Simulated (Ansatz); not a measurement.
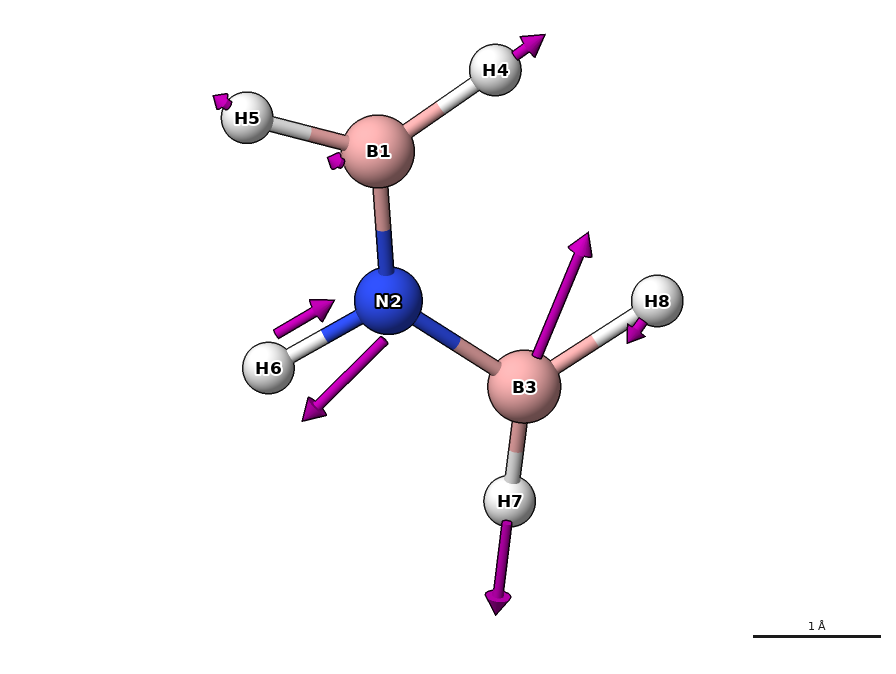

Arrows show the forces on the atoms, 0.2 Å of arrow for 1 eV/Å; forces under a tenth of the largest aren't drawn. Level of theory: PBE0-D4/def2-TZVPP (Ansatz 0.2.0).

On which atom is the force largest, and how large is it?

On B3: 5.60 eV/Å.

Which bond do the forces act along most?

B3–H7, now 1.065 Å: the forces push its atoms apart, so a first step downhill lengthens it.

List the force components in the frame of the picture (x right, y up, z towards the viewer), in eV/Å.

```json
{"atom": "B1", "Fx": "−0.60", "Fy": "0.25", "Fz": "0.40"}
{"atom": "N2", "Fx": "−3.31", "Fy": "−3.26", "Fz": "−1.08"}
{"atom": "B3", "Fx": "2.07", "Fy": "4.98", "Fz": "1.52"}
{"atom": "H4", "Fx": "1.25", "Fy": "0.90", "Fz": "0.21"}
{"atom": "H5", "Fx": "−0.65", "Fy": "0.42", "Fz": "0.33"}
{"atom": "H6", "Fx": "2.37", "Fy": "1.39", "Fz": "0.47"}
{"atom": "H7", "Fx": "−0.46", "Fy": "−3.72", "Fz": "−1.90"}
{"atom": "H8", "Fx": "−0.68", "Fy": "−0.95", "Fz": "0.06"}
```
